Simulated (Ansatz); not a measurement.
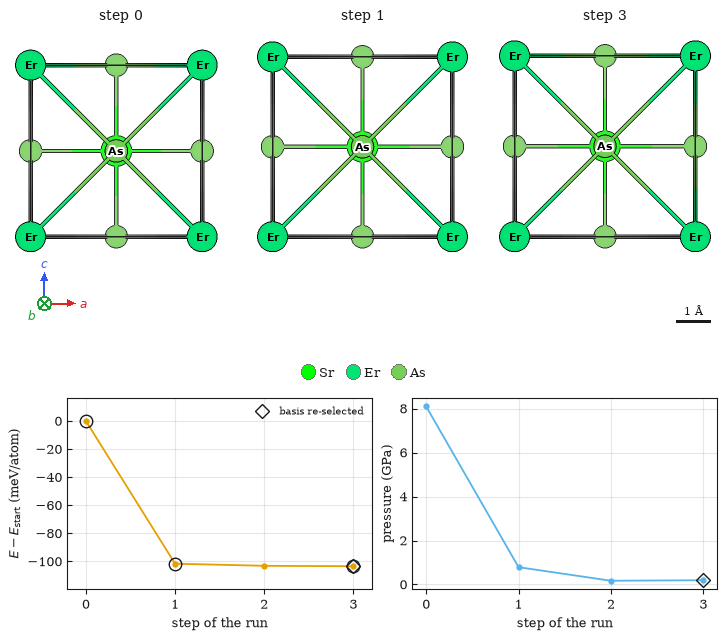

Frames of a relaxation of crystalline SrErAs$_{3}$ (a generated structure, set up in Pm-3m) (coarse preliminary run), marked on the history of the run. The picture is a ball-and-stick view of the cell of the calculation, seen along the b axis.

These are results of DFT PBE, scalar-relativistic, plane waves, PAW; 4f electrons in the core of a trivalent norm-conserving potential in Ansatz 0.2.0, not measurements. Set-up: plane-wave cutoff 770 eV; k-point mesh 4 × 4 × 4; occupations gaussian; smearing width 0.1 eV; no spin polarisation; cell and atoms relaxed; force threshold 0.04 eV/Å; at most 70 steps.

Describe the path.

No atom moves by more than 0.005 Å relative to the cell. Cell: a = b = c 5.112 → 5.389 Å (+5.4 %). Volume +17.1 %. Among the contacts that change: As–Er 3.615 → 3.810 Å, As–Sr 2.556 → 2.694 Å. The space group stays Pm-3m (No. 221). Over 2 accepted moves (3 points after the start) the energy falls by 103 meV per atom. All forces vanish by symmetry, so only the cell relaxes. Pressure: 8.10 GPa at the start and 0.19 GPa at the end. At 1 point the geometry stayed and the basis and grid were re-selected for the new cell (energy shift of 0.3 meV per atom at most each time). The run took 36 s on 1 thread of Arm Neoverse V1, on a shared host, peak memory 0.52 GiB. From step 0 to 1: volume +15.2 %, energy −102 meV per atom. From step 1 to 3: volume +1.7 %, energy −1.8 meV per atom.

| step | E − E(0), meV/atom | pressure, GPa | volume, Å³/atom | note |
| --- | --- | --- | --- | --- |
| 0 | 0.00 | 8.10 | 26.724 |  |
| 1 | -101.60 | 0.79 | 30.787 |  |
| 2 | -103.11 | 0.17 | 31.298 |  |
| 3 | -103.41 | 0.19 | 31.298 | same geometry, new basis |
